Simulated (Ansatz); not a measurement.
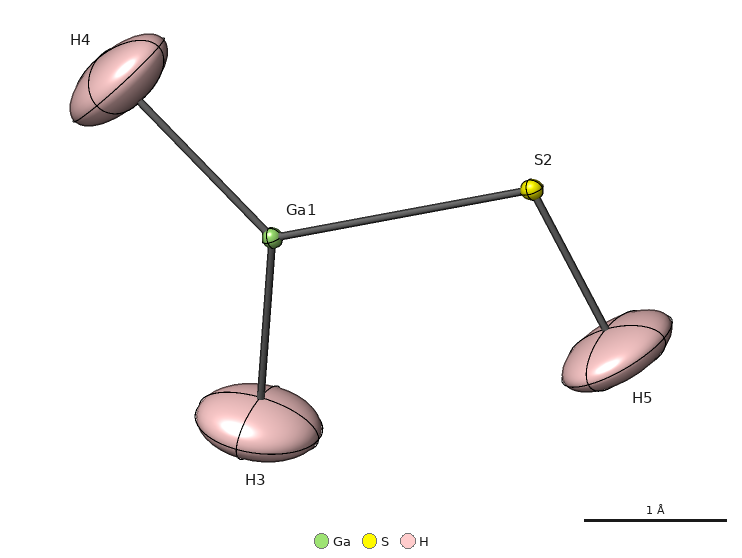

Displacement ellipsoids at the 50 % level, enlarged 1.5 times, from the internal vibrations of the free molecule (harmonic, no overall translation or rotation; no half-axis is drawn under 0.075 Å). Vibrations computed with RKS PBE0-D4/def2-TZVP (Ansatz 0.2.0). Temperature: 400 K.

Question. Which atom moves most?

Answer. H5, with U_eq = 0.0276 Å².

Question. Does H5 move more along its bond or across it?

Answer. Across it: the root-mean-square amplitude is 0.078 Å along the bond and up to 0.213 Å across, since bending and torsion are softer than stretching.

List U_eq and the three principal root-mean-square amplitudes for each kind of atom.

```tsv
atom	U_eq (Å²)	rms amplitudes (Å)
Ga1	0.00012	0.005, 0.005, 0.017
S2	0.00050	0.007, 0.008, 0.037
H3	0.0251	0.091, 0.167, 0.197
H4	0.0250	0.091, 0.163, 0.200
H5	0.0276	0.078, 0.177, 0.213
```
